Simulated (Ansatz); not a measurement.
**Ge2S: a trial structure relaxed**

Where does Ge2S go from the start given, Cu2Sb type (P4/nmm, No. 129)?

Computed with Ansatz 0.2.0 (DFT r2SCAN, scalar-relativistic, plane waves, PAW, unless a step's input says otherwise).

## Step 1: The structure to begin with

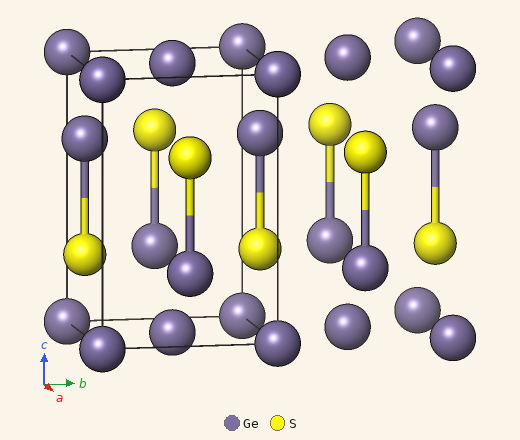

Start, viewed slightly off an axis; germanium purple, sulfur yellow. 1×2×1 cells are drawn. Atoms on the faces are drawn again on the opposite ones.

Coordinates:

```cif
data_structure
_symmetry_space_group_name_H-M 'P 1'
_symmetry_Int_Tables_number 1
_cell_length_a 4.0925
_cell_length_b 4.0925
_cell_length_c 6.2444
_cell_angle_alpha 90.000
_cell_angle_beta 90.000
_cell_angle_gamma 90.000
_cell_volume 104.58
loop_
_atom_site_label
_atom_site_type_symbol
_atom_site_fract_x
_atom_site_fract_y
_atom_site_fract_z
_atom_site_occupancy
Ge1 Ge 0.00000 0.00000 0.00000 1
Ge2 Ge 0.50000 0.50000 0.00000 1
Ge3 Ge 0.00000 0.50000 0.27000 1
Ge4 Ge 0.50000 0.00000 0.73000 1
S1 S 0.00000 0.50000 0.70000 1
S2 S 0.50000 0.00000 0.30000 1
```

## Step 2: Quick check of gap, pressure and forces

The input, input.yaml:

```yaml
crystal:
  lattice:
    - [4.0925152233, 0.0, 0.0]
    - [0.0, 4.0925152233, 0.0]
    - [0.0, 0.0, 6.2443662888]
  atoms:
    - { symbol: Ge, position: [0.0, 0.0, 0.0] }
    - { symbol: Ge, position: [0.5, 0.5, 0.0] }
    - { symbol: Ge, position: [0.0, 0.5, 0.27] }
    - { symbol: Ge, position: [0.5, 0.0, 0.73] }
    - { symbol: S, position: [0.0, 0.5, 0.7] }
    - { symbol: S, position: [0.5, 0.0, 0.3] }
basis:
  ecutwfc: 500
kpoints:
  mp_grid: { grid: [4, 4, 4] }
hamiltonian:
  xc: r2scan
scf:
  occupations: { method: gaussian, width: 0.1 }
  lower_state_search: "off"
output:
  forces: true
  stress: true
  eigenvalues: true
```

Run with:

```
$ ansatz run input.yaml --threads 1 --pin off --max-ram 2560MiB --backend cpu --events-out ev --progress --plain --runs-dir out
```

Log (excerpt; [...] marks lines left out):

```text
[...]
SCF converged after 9 iterations
Free energy (F): -19019.312208 eV
[...]
E sigma→0 (E₀):  -19019.297005 eV
Entropy (-TS):   -0.030405 eV (-5.068 meV/atom)
Fermi energy:    10.656981 eV
[...]
--- Forces (eV/Å), atoms counted from 1 ---
  atom   1  Ge     0.00000000     0.00000000    -0.00000000
  atom   2  Ge     0.00000000     0.00000000     0.00000000
  atom   3  Ge     0.00000000     0.00000000     1.21023495
  atom   4  Ge     0.00000000     0.00000000    -1.21023495
  atom   5  S      0.00000000     0.00000000    -1.78035836
  atom   6  S      0.00000000     0.00000000     1.78035836
[...]
--- Stress (GPa, compression-positive) ---
       12.081809       0.000000       0.000000
        0.000000      12.081809       0.000000
        0.000000       0.000000      10.902171
  P = ⅓ Tr σ = 11.6886 GPa (116.886 kbar)
--- Band table (eV; the first three rows and the last of 18) ---
[...]
```

Wall time 21 s (1 thread of AMD EPYC 7R43 (Zen 3), shared host); peak memory 0.61 GiB.

The probe gives pressure 11.7 GPa, largest force 1.78 eV/Å, gap on this mesh none (metal). Stress or forces are large, so a loose relaxation on a coarse mesh comes first.

## Step 3: A loose first relaxation

Edit input.yaml of step 2 so:

```diff
@@ -25 +25,6 @@
   eigenvalues: true
+relax:
+  adjacent_minimum: "off"
+  f_tol: 0.04
+  max_steps: 70
+  cell: { stress_tol: 0.4 }
```

Run with:

```
$ ansatz run input.yaml --threads 1 --pin off --max-ram 2560MiB --backend cpu --events-out ev --progress --plain --runs-dir out
```

Log:

```text
Warning: RAYON_NUM_THREADS=1 ignored (pool sized by the plan → 1); use --threads N
Engine: ansatz 0.2.0, x86_64-unknown-linux-gnu
Pseudopotentials: kind: paw
Pseudopotential: Ge, paw, valence charge 14, recommended cutoff 500 eV (meta_gga), Ge.paw.azcp
Pseudopotential: S, paw, valence charge 6, recommended cutoff 500 eV (meta_gga), S.paw.azcp
Functional definition: r2SCAN
  parameter k0 = 0.174
  parameter k1 = 0.065
  parameter a1 = 4.9479
  exchange = r2scan_x(k0 = k0, k1 = k1, a1 = a1)
  correlation = r2scan_c
Crystal: 6 atoms, lattice volume = 104.585 Å³
Basis set: ecut = 500 eV, 2655 PW (Γ), exchange–correlation on 120×120×192 points (64 copies of the dense FFT grid, shifted against one another)
Bands: 41, of which v1, the nominal top of the filled ones, is band 34 counted from 1 (33 counted from 0)
Symmetry: 16 space group operations
Space group: P4/nmm (ITA 129), of the structure as read, at distance tolerance 4.7e-5 Å
k-points: 18 of 64
Non-local potential: Ge, projectors of the file, l = 0: 2, l = 1: 2, l = 2: 3, l = 3: 1
Non-local potential: S, projectors of the file, l = 0: 2, l = 1: 2, l = 2: 2
PAW form: soft (Blöchl's): semilocal exchange-correlation on the pseudo side does not see the compensation charge
PAW frozen core: Ge, regenerated for the run's functional (the file was generated under x = pbe(κ = 0.804, μ = 0.2195149727645171), c = pbe(β = 0.06672455060314922))
PAW frozen core: S, regenerated for the run's functional (the file was generated under x = pbe(κ = 0.804, μ = 0.2195149727645171), c = pbe(β = 0.06672455060314922))
PAW one-centre angular grid: Ge, 590 points (default); XC on 160 Gauss nodes
PAW one-centre angular grid: S, 302 points (default); XC on 160 Gauss nodes
Initial density: superposition of atomic densities (neutral atoms: chi_scale 0, normalization atom), corrected by the library's trained network
Initial wavefunctions: pseudopotential atomic-orbital guess
Functional: x = r2scan, c = r2scan; τ floored in thin density (d = 2e-4 eV/Å³)
SCF iter   1: F=-19019.282061 eV  HF=-19019.227909 eV  |F-HF|=5.42e-2  |Δ(HF+E_count)|=         —  Δρ=6.72e-3  dr2=2.12e-2  dr2_τ=8.34e-3  ethr=1.77e-3  ⟨swp⟩=6.3  Hψ=2876  notcnv=0
preconditioner: auto → LDOS  [metal: Δε(μ)=0.089 eV  Ē_g=20.629 eV  σ=0.100 eV  W_gap=0.45  n_scr=36 (ndim 8)  ℏωp=29.9 eV  f_vac=0.011  D(μ)=6.18/eV (n_scr^D=58)  β→1.0]
SCF iter   2: F=-19019.280206 eV  HF=-19019.334140 eV  |F-HF|=5.39e-2  |Δ(HF+E_count)|=   1.06e-1  Δρ=5.12e-3  dr2=1.90e-2  dr2_τ=4.41e-4  ethr=3.11e-5  ⟨swp⟩=2.0  Hψ=1658  notcnv=0  defer=34
SCF iter   3: F=-19019.311208 eV  HF=-19019.311932 eV  |F-HF|=7.23e-4  |Δ(HF+E_count)|=   2.22e-2  Δρ=9.03e-4  dr2=1.69e-3  dr2_τ=1.94e-5  ethr=2.79e-5  ⟨swp⟩=2.0  Hψ=1388  notcnv=0  defer=34
SCF iter   4: F=-19019.311803 eV  HF=-19019.312253 eV  |F-HF|=4.50e-4  |Δ(HF+E_count)|=   3.22e-4  Δρ=4.26e-4  dr2=5.55e-4  dr2_τ=4.02e-6  ethr=2.48e-6  ⟨swp⟩=2.0  Hψ=1388  notcnv=0  defer=34
SCF iter   5: F=-19019.312186 eV  HF=-19019.312219 eV  |F-HF|=3.29e-5  |Δ(HF+E_count)|=   3.42e-5  Δρ=1.64e-4  dr2=4.12e-5  dr2_τ=5.91e-7  ethr=8.16e-7  ⟨swp⟩=2.0  Hψ=1342  notcnv=0  defer=34
SCF iter   6: F=-19019.312195 eV  HF=-19019.312210 eV  |F-HF|=1.48e-5  |Δ(HF+E_count)|=   9.25e-6  Δρ=7.50e-5  dr2=1.54e-5  dr2_τ=9.71e-8  ethr=6.06e-8  ⟨swp⟩=2.0  Hψ=1317  notcnv=0  defer=34
SCF iter   7: F=-19019.312207 eV  HF=-19019.312207 eV  |F-HF|=3.99e-7  |Δ(HF+E_count)|=   2.28e-6  Δρ=2.49e-5  dr2=1.13e-6  dr2_τ=1.57e-8  ethr=2.26e-8  ⟨swp⟩=2.0  Hψ=1316  notcnv=0  defer=34
SCF iter   8: F=-19019.312208 eV  HF=-19019.312208 eV  |F-HF|=2.56e-8  |Δ(HF+E_count)|=   3.27e-7  Δρ=1.04e-5  dr2=1.37e-7  dr2_τ=2.58e-9  ethr=1.66e-9  ⟨swp⟩=2.0  Hψ=1303  notcnv=0  defer=34
SCF iter   9: F=-19019.312208 eV  HF=-19019.312208 eV  |F-HF|=1.46e-8  |Δ(HF+E_count)|=   6.72e-8  Δρ=3.45e-6  dr2=2.62e-8  dr2_τ=1.03e-10  ethr=1.47e-10  ⟨swp⟩=8.5  Hψ=2831  notcnv=0
SCF 1 converged in 9 iterations: F = -19019.312208 eV  dr2 = 2.62e-8
relax step   1: F+E_penalty+E_count = -19019.31220778 eV  Δ(F+E_penalty+E_count) = +0.000e0 eV  max|allowed force component| = 1.780e0 eV/Å  Δτ_max = 0.0000 Å  P = +11.689 GPa  Ω = 104.585 Å³  (9 SCF iters, dr2 threshold 1.00e-7 eV, accepted)
[... from here on, the SCF cycles and remarks between the steps are left out ...]
relax step   2: F+E_penalty+E_count = -19020.35958855 eV  Δ(F+E_penalty+E_count) = -1.047e0 eV  max|allowed force component| = 1.103e0 eV/Å  Δτ_max = 0.1962 Å  P = +0.850 GPa  Ω = 116.388 Å³  energy of the carried Pulay correction = -3.369e-3 eV  (8 SCF iters, dr2 threshold 6.00e-7 eV, accepted)
relax step   3: F+E_penalty+E_count = -19020.80357176 eV  Δ(F+E_penalty+E_count) = -4.440e-1 eV  max|allowed force component| = 3.411e-1 eV/Å  Δτ_max = 0.1951 Å  P = -1.625 GPa  Ω = 120.437 Å³  energy of the carried Pulay correction = -4.444e-3 eV  (8 SCF iters, dr2 threshold 6.00e-7 eV, accepted)
relax step   4: F+E_penalty+E_count = -19020.84246538 eV  Δ(F+E_penalty+E_count) = -3.889e-2 eV  max|allowed force component| = 4.434e-1 eV/Å  Δτ_max = 0.0961 Å  P = -0.889 GPa  Ω = 119.573 Å³  energy of the carried Pulay correction = -4.218e-3 eV  (6 SCF iters, dr2 threshold 6.00e-7 eV, accepted)
relax step   5: F+E_penalty+E_count = -19020.91330465 eV  Δ(F+E_penalty+E_count) = -7.084e-2 eV  max|allowed force component| = 1.352e-1 eV/Å  Δτ_max = 0.0341 Å  P = +0.441 GPa  Ω = 115.015 Å³  energy of the carried Pulay correction = -2.995e-3 eV  (7 SCF iters, dr2 threshold 6.00e-7 eV, accepted)
relax step   6: F+E_penalty+E_count = -19020.93159324 eV  Δ(F+E_penalty+E_count) = -1.829e-2 eV  max|allowed force component| = 1.411e-1 eV/Å  Δτ_max = 0.0257 Å  P = +1.175 GPa  Ω = 113.182 Å³  energy of the carried Pulay correction = -2.490e-3 eV  (7 SCF iters, dr2 threshold 6.00e-7 eV, accepted)
relax step   7: F+E_penalty+E_count = -19021.15886854 eV  Δ(F+E_penalty+E_count) = -2.273e-1 eV  max|allowed force component| = 4.763e-1 eV/Å  Δτ_max = 0.0692 Å  P = +1.889 GPa  Ω = 111.186 Å³  energy of the carried Pulay correction = -1.929e-3 eV  (7 SCF iters, dr2 threshold 6.00e-7 eV, accepted)
relax step   8: F+E_penalty+E_count = -19021.62240231 eV  Δ(F+E_penalty+E_count) = -4.635e-1 eV  max|allowed force component| = 4.274e-1 eV/Å  Δτ_max = 0.0840 Å  P = +2.656 GPa  Ω = 110.191 Å³  energy of the carried Pulay correction = -1.646e-3 eV  (7 SCF iters, dr2 threshold 6.00e-7 eV, accepted)
relax step   9: F+E_penalty+E_count = -19021.90759716 eV  Δ(F+E_penalty+E_count) = -2.852e-1 eV  max|allowed force component| = 2.312e-1 eV/Å  Δτ_max = 0.0791 Å  P = +2.753 GPa  Ω = 111.208 Å³  energy of the carried Pulay correction = -1.936e-3 eV  (8 SCF iters, dr2 threshold 6.00e-7 eV, accepted)
relax step  10: F+E_penalty+E_count = -19022.05597219 eV  Δ(F+E_penalty+E_count) = -1.484e-1 eV  max|allowed force component| = 4.188e-2 eV/Å  Δτ_max = 0.0546 Å  P = +1.367 GPa  Ω = 114.758 Å³  energy of the carried Pulay correction = -2.925e-3 eV  (9 SCF iters, dr2 threshold 6.00e-7 eV, accepted)
relax step  11: F+E_penalty+E_count = -19022.08783127 eV  Δ(F+E_penalty+E_count) = -3.186e-2 eV  max|allowed force component| = 3.450e-2 eV/Å  Δτ_max = 0.0202 Å  P = +0.308 GPa  Ω = 117.369 Å³  energy of the carried Pulay correction = -3.633e-3 eV  (6 SCF iters, dr2 threshold 6.00e-7 eV, accepted)
relax step  12: F+E_penalty+E_count = -19022.08564956 eV  Δ(F+E_penalty+E_count) = +2.182e-3 eV  max|allowed force component| = 2.952e-2 eV/Å  Δτ_max = 0.0230 Å  P = -0.114 GPa  Ω = 118.568 Å³  energy of the carried Pulay correction = -3.952e-3 eV  (7 SCF iters, dr2 threshold 6.00e-7 eV, rejected (line search))
relax step  13: F+E_penalty+E_count = -19022.09279249 eV  Δ(F+E_penalty+E_count) = -4.961e-3 eV  max|allowed force component| = 2.432e-2 eV/Å  Δτ_max = 0.0146 Å  P = -0.225 GPa  Ω = 118.596 Å³  energy of the carried Pulay correction = -3.960e-3 eV  (7 SCF iters, accepted)
relax step  14: F+E_penalty+E_count = -19022.21215906 eV  Δ(F+E_penalty+E_count) = -1.194e-1 eV  max|allowed force component| = 3.698e-2 eV/Å  Δτ_max = 0.0000 Å  P = +1.095 GPa  Ω = 118.596 Å³  stress off target by 3.64e0 GPa  SCF on the basis re-selected at this cell (its energy is not comparable with the rows above)  (8 SCF iters)
relax step  15: F+E_penalty+E_count = -19022.25418410 eV  Δ(F+E_penalty+E_count) = -4.203e-2 eV  max|allowed force component| = 9.892e-4 eV/Å  Δτ_max = 0.0194 Å  P = +0.820 GPa  Ω = 120.482 Å³  energy of the carried Pulay correction = -4.906e-4 eV  (7 SCF iters, dr2 threshold 6.00e-7 eV, accepted)
relax step  16: F+E_penalty+E_count = -19022.28137583 eV  Δ(F+E_penalty+E_count) = -2.719e-2 eV  max|allowed force component| = 2.528e-2 eV/Å  Δτ_max = 0.0218 Å  P = +0.043 GPa  Ω = 123.995 Å³  energy of the carried Pulay correction = -1.402e-3 eV  (6 SCF iters, dr2 threshold 6.00e-7 eV, accepted)
relax step  17: F+E_penalty+E_count = -19022.28311951 eV  Δ(F+E_penalty+E_count) = -1.744e-3 eV  max|allowed force component| = 1.463e-2 eV/Å  Δτ_max = 0.0131 Å  P = +0.193 GPa  Ω = 124.659 Å³  energy of the carried Pulay correction = -1.572e-3 eV  (6 SCF iters, dr2 threshold 5.20e-7 eV, accepted)
relax step  18: F+E_penalty+E_count = -19022.28495649 eV  Δ(F+E_penalty+E_count) = -1.837e-3 eV  max|allowed force component| = 1.463e-2 eV/Å  Δτ_max = 0.0000 Å  P = +0.196 GPa  Ω = 124.659 Å³  stress off target by 2.18e-1 GPa  SCF on the basis re-selected at this cell (its energy is not comparable with the rows above)  (6 SCF iters)
basis re-selected at this cell: Δ(F+E_penalty+E_count) = -1.837e-3 eV, ΔP = +0.003 GPa vs the last step (what re-selecting the basis moved, of the pressure what is left beyond the Pulay correction that the steps carried, after the strain that the cell walked since its last selection, with what the two solves' SCF thresholds leave and, on support functions, any second-order correction that the steps lacked; it is no measure of the basis error at this ecutwfc). The dense FFT grid was sized anew with the basis: this SCF ran on 30×30×72 points, the steps before it on 30×30×64, so part of this shift can come from that change (see relax.cell in the input reference). This SCF's stress stands 2.18e-1 GPa from its target on what of the cell is left free (relax.cell.stress_tol is 4.00e-1 GPa) and its largest allowed force component is 1.46e-2 eV/Å (relax.f_tol is 4.00e-2 eV/Å): within both
SCF converged after 6 iterations
Free energy (F): -19022.284956 eV
Harris-Foulkes:  -19022.284956 eV  (|F-HF|=4.84e-10)
Internal energy: -19022.276100 eV  (E = F + TS)
E sigma→0 (E₀):  -19022.280528 eV
Entropy (-TS):   -0.008856 eV (-1.476 meV/atom)
Fermi energy:    8.492317 eV
--- Per-component energies (eV) ---
  E_band       = -622.738272
  E_kinetic    = 650.600447
  E_local      = -9919.609288  (includes V_loc(G=0)·N_el)
  E_nonlocal   = 1722.054202
  E_hartree    = 4319.926783
  E_xc         = -457.708013
  E_vxc        = -457.956864  (∫ρ·V_xc dr)
  E_paw        = -9339.103409  (= ΣΔE_a)
  E_vpaw       = -1282.063062  (= ΣTr[D̂ρ^β])
  E_aug_tail   = 0.000058  (compensation charges beyond the density's cutoff)
  E_vtau       = 24.382586  (kinetic-family band-sum trace: ∫τ·v_τ [+ j·A + Jᵃ·Aᵃ] dr)
  E_ewald      = -5993.874283
  E_core_change = -4.562597  (= ΣΔE_core)
  E_smearing   = -0.008856  (= −TS)
  E_closure    = -0.000000  (closes the sum)
  Σ components = -19022.284956   (vs F -19022.284956, Δ=0.00e0)
--- Forces (eV/Å), atoms counted from 1 ---
  atom   1  Ge    -0.00000000     0.00000000     0.00000000
  atom   2  Ge     0.00000000     0.00000000    -0.00000000
  atom   3  Ge     0.00000000     0.00000000    -0.01462635
  atom   4  Ge    -0.00000000     0.00000000     0.01462635
  atom   5  S     -0.00000000     0.00000000     0.00823962
  atom   6  S      0.00000000     0.00000000    -0.00823962
  max |Σ_I F_I| component: 5.20e-18 eV/Å
--- Stress (GPa, compression-positive) ---
        0.218303      -0.000000       0.000000
       -0.000000       0.218303      -0.000000
        0.000000      -0.000000       0.152032
  P = ⅓ Tr σ = 0.1962 GPa (1.962 kbar)
--- Band table (eV; the first three rows and the last of 18) ---
  k-point 0: bands = ["-17.2157", "-17.2154", "-17.2126", "-17.2118", "-17.1803", "-17.1741", "-17.1642", "-17.1622", "-17.1622", "-17.1536", "-17.1536", "-17.1219", "-17.0585", "-17.0481", "-17.0481", "-16.9634", "-16.9581", "-16.9581", "-16.8520", "-16.7584", "-7.5913", "-5.5222", "-3.7072", "0.5036", "2.7849", "3.6591", "3.7820", "3.7820", "5.2172", "5.4418", "5.4418", "5.9878", "6.9236", "6.9236", "7.6539", "11.5727", "11.9968", "12.3850", "13.4149", "13.4149", "13.7495"]
[... 3 lines left out ...]
--- Relaxed structure (16 steps of the walk, 15 accepted, 2 SCFs on fresh bases) ---
  F+E_penalty+E_count = -19022.28495649 eV   max|allowed force component| = 1.463e-2 eV/Å   (the final SCF, on the basis selected at the relaxed cell)
  cell:  # Å, volume = 124.6591 Å³
    - [3.7283890456456747, 5.8970333605885236e-33, 0.0]
    - [6.566200266754598e-33, 3.7283890456456747, 0.0]
    - [0.0, 0.0, 8.967712321390145]
  atoms:
    - { symbol: Ge, position: [-1.1853036799413059e-35, 2.728687793079743e-36, -1.389030844561634e-19] }
    - { symbol: Ge, position: [0.49999999999999994, 0.49999999999999994, -1.3890308445616293e-19] }
    - { symbol: Ge, position: [-1.0566245082255319e-35, 0.49999999999999994, 0.35284568354883034] }
    - { symbol: Ge, position: [0.49999999999999994, 2.384011440269515e-36, 0.6471543164511696] }
    - { symbol: S, position: [3.005960770229191e-35, 0.49999999999999994, 0.6241333623738254] }
    - { symbol: S, position: [0.49999999999999994, -4.1648392631219424e-36, 0.3758666376261746] }
```

It took 6 min on 1 thread of AMD EPYC 7R43 (Zen 3), shared host; peak memory 0.74 GiB.

Relaxation path:

| step | energy from step 1 (eV/cell) | largest force component (eV/Å) | pressure (GPa) | volume (Å³) |
| --- | --- | --- | --- | --- |
| 1 | 0.0000 | 1.7804 | 11.69 | 104.58 |
| 2 | -1.0474 | 1.1034 | 0.85 | 116.39 |
| 3 | -1.4914 | 0.3411 | -1.63 | 120.44 |
| 4 | -1.5303 | 0.4434 | -0.89 | 119.57 |
| 5 | -1.6011 | 0.1352 | 0.44 | 115.01 |
| 6 | -1.6194 | 0.1411 | 1.17 | 113.18 |
| 7 | -1.8467 | 0.4763 | 1.89 | 111.19 |
| 8 | -2.3102 | 0.4274 | 2.66 | 110.19 |
| 9 | -2.5954 | 0.2312 | 2.75 | 111.21 |
| 10 | -2.7438 | 0.0419 | 1.37 | 114.76 |
| 11 | -2.7756 | 0.0345 | 0.31 | 117.37 |
| 12 | -2.7734 | 0.0295 | -0.11 | 118.57 |
| 13 | -2.7806 | 0.0243 | -0.22 | 118.60 |
| 14 | -2.9000 | 0.0370 | 1.09 | 118.60 |
| 15 | -2.9420 | 0.0010 | 0.82 | 120.48 |
| 16 | -2.9692 | 0.0253 | 0.04 | 123.99 |
| 17 | -2.9709 | 0.0146 | 0.19 | 124.66 |
| 18 | -2.9727 | 0.0146 | 0.20 | 124.66 |

Step 1 is the start. Steps 14, 18 each repeat the geometry before them on a plane-wave basis chosen anew, so the energy can jump there without any move. Step 12 was tried and not accepted.

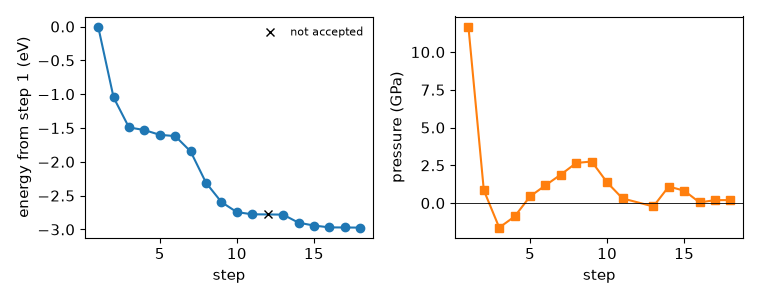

Energy and pressure along the relaxation.

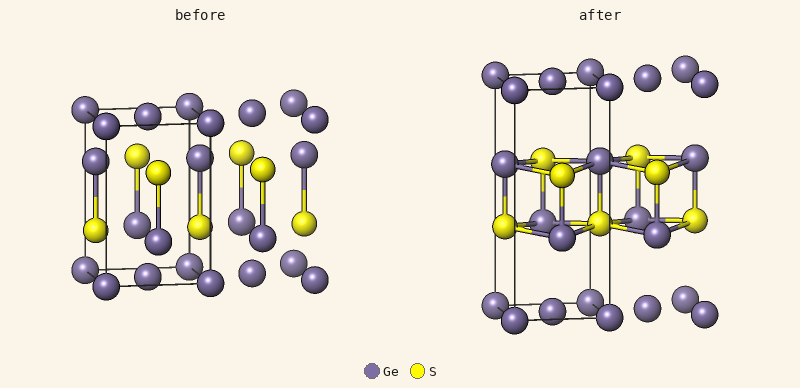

Before and after, at one scale.

|  | before | after | change |
| --- | --- | --- | --- |
| a (Å) | 4.093 | 3.728 | -8.9 % |
| b (Å) | 4.093 | 3.728 | -8.9 % |
| c (Å) | 6.244 | 8.968 | +43.6 % |
| volume (Å³/atom) | 17.43 | 20.78 | +19.2 % |
| shortest distance (Å) | 2.651 | 2.433 | -8.2 % |
| space group (0.01 Å) | P4/nmm | P4/nmm | same |

Forces and stress were held to the start's 16 operations: a distortion of lower symmetry was not tested.

(Part 1 of 2 ends here.)
